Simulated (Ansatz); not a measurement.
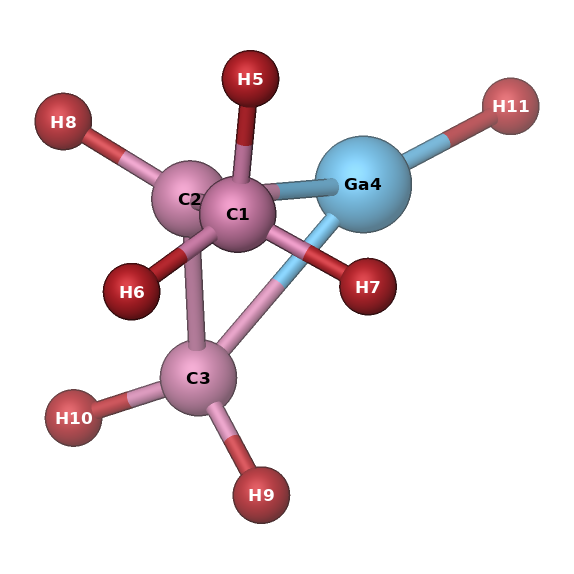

C2 lies behind C1. The molecule seen a little off the C1–C2 bond, C1 in front. Atoms fade into the background with distance from the viewer. The geometry was computed by an optimisation with PBE0-D4/def2-TZVP. No frequency run is at hand to confirm it as a minimum.

Question: What is the torsion angle H5–C1–C2–Ga4? The sign is positive where the front bond must turn clockwise to cover the back bond.

Answer: 90°, about perpendicular.
